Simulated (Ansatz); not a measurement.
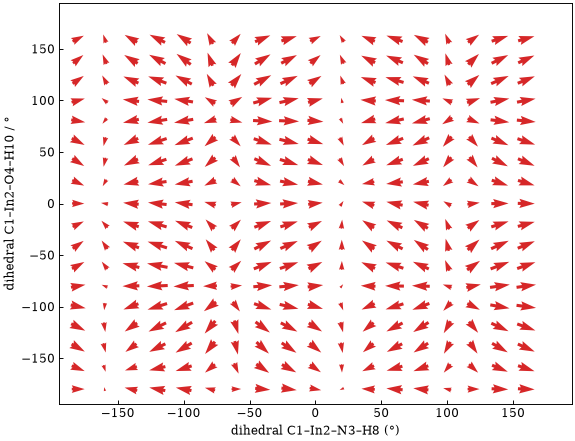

CH₆InNO, SMILES [CH3][In]([NH2])[OH]. First axis: dihedral C1–In2–N3–H8. Second axis: dihedral C1–In2–O4–H10. Nothing is relaxed (all other coordinates rigid). The grid has 18 × 18 points. All numbers below come from Ansatz 0.2.0, RKS r2SCAN-D4/def2-SVP.

The picture shows arrows along the force (downhill), their lengths compressed.

### The arrows alone are given. Where are the wells?

The arrows converge at about dihedral C1–In2–N3–H8 = −160°, dihedral C1–In2–O4–H10 = −175°; about dihedral C1–In2–N3–H8 = −165°, dihedral C1–In2–O4–H10 = 0° (2.1 kJ/mol up); about dihedral C1–In2–N3–H8 = 15°, dihedral C1–In2–O4–H10 = 175° (2.7 kJ/mol up); about dihedral C1–In2–N3–H8 = 25°, dihedral C1–In2–O4–H10 = 10° (5.1 kJ/mol up) (read from the interpolated surface).

The energy map of the same scan:

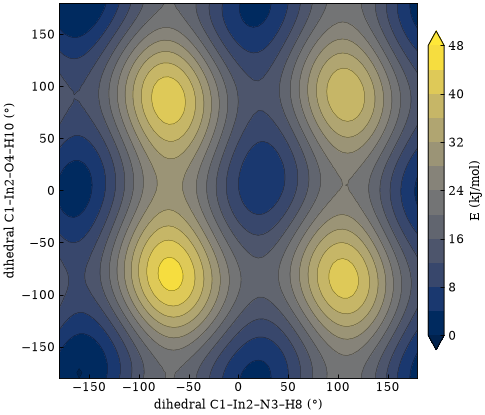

Energies are in kJ/mol, from the lowest grid point; between grid points the surface is interpolated.
